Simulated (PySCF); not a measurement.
# C7H10OSi: what the fields show

Input

```
{"job": {"kind": "uv", "xc": "wB97X-D", "basis": "def2-SVPD", "dynamic": true, "nstates": 6, "ntriplets": 0}, "charge": 0, "multiplicity": 1}
C     -3.281583     0.677080    -0.009613
C     -1.806964     0.432449    -0.152199
C     -1.285539    -0.867557    -0.166361
C      0.080368    -1.103541    -0.266811
C      0.971607    -0.030970    -0.357981
O      2.292746    -0.311218    -0.457793
Si     3.580799     0.753393    -0.586607
C      0.471300     1.273954    -0.349314
C     -0.900835     1.492642    -0.248238
H     -3.870096    -0.152909    -0.427391
H     -3.568771     0.779418     1.050619
H     -3.588735     1.601555    -0.520209
H     -1.967989    -1.719798    -0.099551
H      0.482439    -2.118412    -0.281049
H      4.788489    -0.107667    -0.668329
H      3.651884     1.647117     0.608268
H      3.452181     1.594969    -1.814221
H      1.151614     2.127138    -0.426086
H     -1.273595     2.520961    -0.246744
```

Command:

```sh
OMP_NUM_THREADS=1 python probes_run.py task.json out
```

Geometry: PBE0-D3(BJ)/def2-SVP.

The calculation used PySCF 2.14.0, wB97X-D/def2-SVPD, SCF density, gas phase.

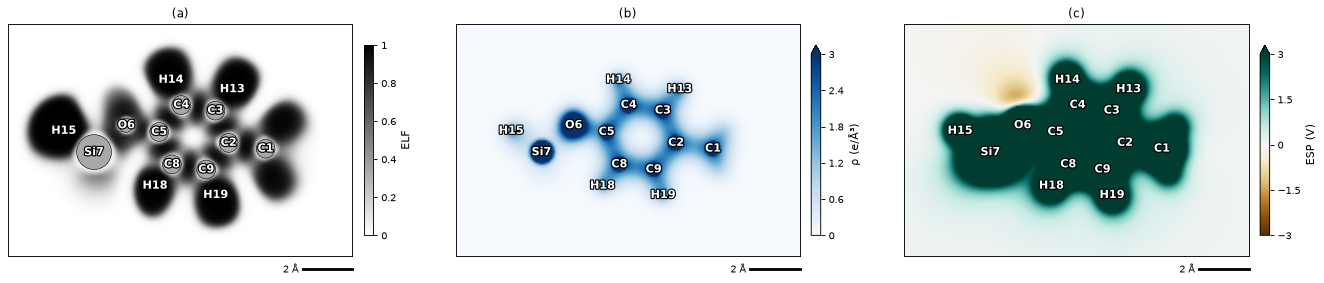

Figure 1. (a) electron localisation function; (b) total electron density; (c) electrostatic potential on the plane of atoms O6, C5 and C8. Grey discs cover the atomic cores in the ELF map.

What does the map show?

Answer. Atoms in the plane: C, O, Si and H. C–O (1.35 Å): ρ is about 2.3 e/Å³ halfway, with its minimum of 1.9 e/Å³ about 0.5 Å from C; the ELF peaks at about 0.90 between the atoms (a polar covalent bond). C–C (1.39 Å): ρ at the midpoint is about 2.1 e/Å³; the ELF peaks at about 0.95 between the atoms; localised, covalent bonding. Si–O (1.68 Å): the density is about 1 e/Å³ at the midpoint; the ELF peaks at about 0.90 between the atoms; a shared but strongly polarised pair. C–H (1.09 Å): the density is about 2 e/Å³ at the midpoint; the ELF climbs to about 1 towards the hydrogen, as it does in any bond to H (an ordinary covalent bond to hydrogen). C–C (1.50 Å): ρ at the midpoint is about 1.7 e/Å³; the ELF peaks at about 0.95 between the atoms (a shared electron pair). The ELF also peaks beside O6, away from the bonds: lone-pair regions. Outside the dense part of the molecule the potential is most negative (−1.4 V) near O6.

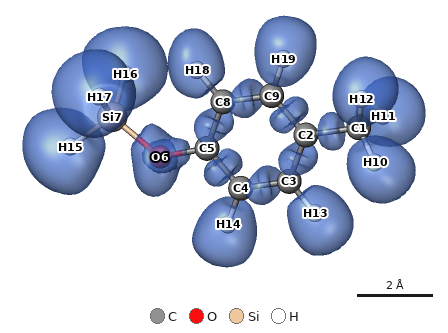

Figure 2. Isosurface of the electron localisation function at 0.75 (blue), seen at a tilt. Only the valence region is drawn (cores and ρ < 0.01 e/Å³ removed).

Identify the bonds, lone pairs and shells in this picture.

Answer. The surface consists of seven regions between bonded C–C atoms (shared pairs), ten regions around hydrogen nuclei and one region on O in which the atom's valence shell and bonds are merged.

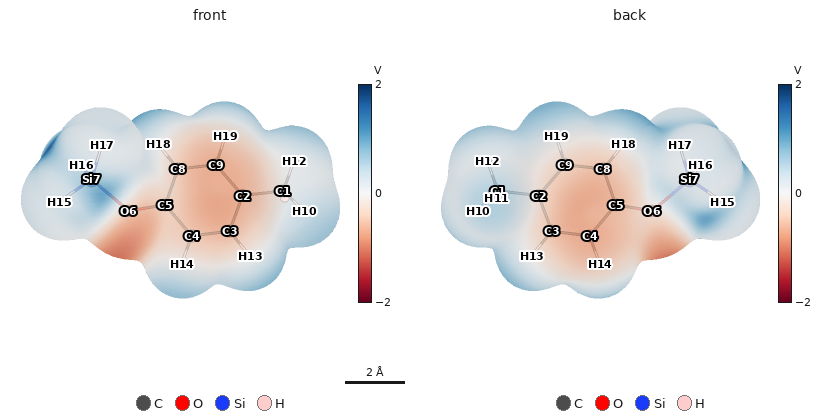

Figure 3. The electrostatic potential painted on the density surface at 0.002 e/bohr³, seen from the front and from behind; red is negative and blue positive.

Describe the electrostatic potential map.

Answer. The most negative region (about −1.0 V, or −23 kcal/mol for a unit charge) lies over O6, the most positive (about +1.6 V, or +37 kcal/mol for a unit charge) over Si7. O6 is the likeliest acceptor of a hydrogen bond.
